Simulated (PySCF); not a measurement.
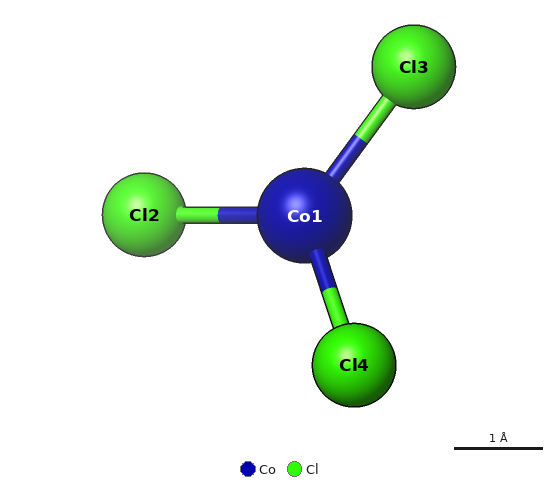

Orthographic view. Distant atoms are faded towards the background colour. Charge 0, quintet. The computed structure is the end point of a PBE0-D3(BJ)/def2-SVP optimisation. No frequency run is at hand to confirm it as a minimum. Other spin states may lie lower.

List all interatomic distances (Å) as a matrix.

| atom | Co1 | Cl2 | Cl3 | Cl4 |
| --- | --- | --- | --- | --- |
| Co1 | 0.00 |  |  |  |
| Cl2 | 2.11 | 0.00 |  |  |
| Cl3 | 2.11 | 3.64 | 0.00 |  |
| Cl4 | 2.11 | 3.64 | 3.66 | 0.00 |
